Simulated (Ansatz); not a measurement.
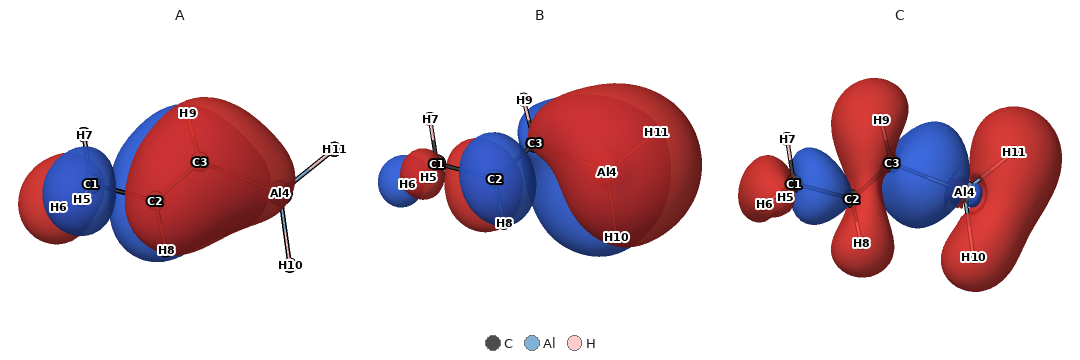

Figure. C$_{3}$H$_{7}$Al (SMILES CC=[CH][AlH2]). Three frontier orbitals at ±0.06 Å⁻³ᐟ² (red and blue are the two phases), in no order.

Geometry: PBE0-D4/def2-TZVP.

Computed with RKS PBE0-D4/def2-TZVPP (Ansatz).

Input file:

```
crystal:
  periodic: [false, false, false]
  atoms:
    - {symbol: C, position_ang: [-0.581483, 1.798575, 0.173245]}
    - {symbol: C, position_ang: [-0.422453, 0.333416, -0.044181]}
    - {symbol: C, position_ang: [0.705261, -0.374242, 0.110959]}
    - {symbol: Al, position_ang: [0.698962, -2.273722, -0.225200]}
    - {symbol: H, position_ang: [-1.344901, 1.996790, 0.932981]}
    - {symbol: H, position_ang: [-0.924658, 2.290840, -0.742863]}
    - {symbol: H, position_ang: [0.354455, 2.262167, 0.489137]}
    - {symbol: H, position_ang: [-1.331083, -0.184065, -0.360014]}
    - {symbol: H, position_ang: [1.587966, 0.184856, 0.427652]}
    - {symbol: H, position_ang: [-0.679478, -2.924413, -0.678040]}
    - {symbol: H, position_ang: [2.002712, -3.167202, -0.063074]}
basis:
  gaussian: {orbitals: def2-TZVPP}
hamiltonian: {xc: pbe0, dispersion: d4}
output: {orbitals: {seedname: orbitals}}
```

Launched as:

```sh
ansatz run in.yaml --threads 2 --pin off --events-out ev --progress --plain --max-ram 4352MiB
```

### Order the three orbitals by energy and name them.

C is the HOMO−1 (−7.99 eV). By Hirshfeld shares it lies mainly on C3 (about 35 %), Al4 (about 20 %), H11 (about 10 %), C2 (about 10 %), H9 (about 5 %) and C1 (about 5 %). A is the HOMO (−7.66 eV). Its weight (Hirshfeld) is mainly on C3 (about 40 %), C2 (about 30 %) and C1 (about 5 %); π-bonding across C3–C2. B is the LUMO (−1.47 eV). It lies mainly on Al4 (about 60 %), C2 (about 15 %) and C3 (about 10 %).

### What is the HOMO–LUMO gap?

6.19 eV between the orbital energies.
